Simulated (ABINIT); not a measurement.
Band structure of NbIr (P4/mmm, 2 atoms in the cell).

```
NbIr
1.0
    2.87823     0.00000     0.00000
    0.00000     2.87823     0.00000
    0.00000     0.00000     3.87415
Nb Ir
1 1
Direct
  0.50000   0.50000   0.50000
  0.00000   0.00000   0.00000
```

Method of the run: LDA (PW92), norm-conserving pseudopotentials (PseudoDojo nc-sr-04 LDA standard) (plane waves; ABINIT 10.0.3).

Settings: pseudos = [Nb.upf, Ir.upf]; ecut = 41 Ha; ixc = 7; occopt = 3; tsmear = 0.1 eV; ngkpt = 9 9 7; nshiftk = 1; shiftk = 0 0 0; potentials = PseudoDojo nc-sr-04 LDA standard; kptopt = 1; nstep = 80; toldfe1 = 1e-09 Ha; ndtset = 2.

The starting cell comes from a database of computed structures (which also holds hypothetical and non-ambient phases and stackings), without a prior relaxation at this level. Spin-orbit coupling is off. Spin polarisation is off.

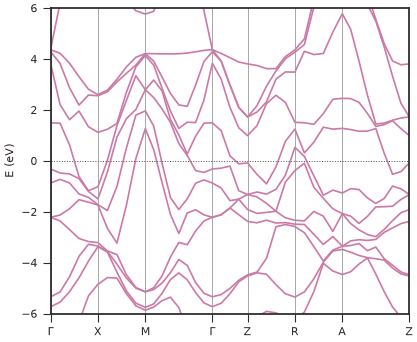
Figure. Bands along the path, energies from the Fermi level.

Levels in eV from the Fermi level, bands 12 to 19:
```tsv
point	12	13	14	15	16	17	18	19
Γ	-2.22	-2.22	-0.87	-0.32	1.49	3.83	4.28	4.36
X	-3.21	-1.74	-1.73	-1.50	-1.02	1.12	2.55	2.60
M	-5.15	1.26	1.96	2.79	2.79	4.13	4.21	4.21
Z	-2.38	-1.91	-1.33	-1.33	-0.08	0.99	1.72	1.72
R	-2.49	-2.34	-0.38	0.53	1.24	1.51	3.48	4.26
A	-3.36	-2.08	-2.08	-1.27	1.27	2.45	5.78	6.33
```

Bands cross the Fermi level along this path, so the cell is metallic at this level.
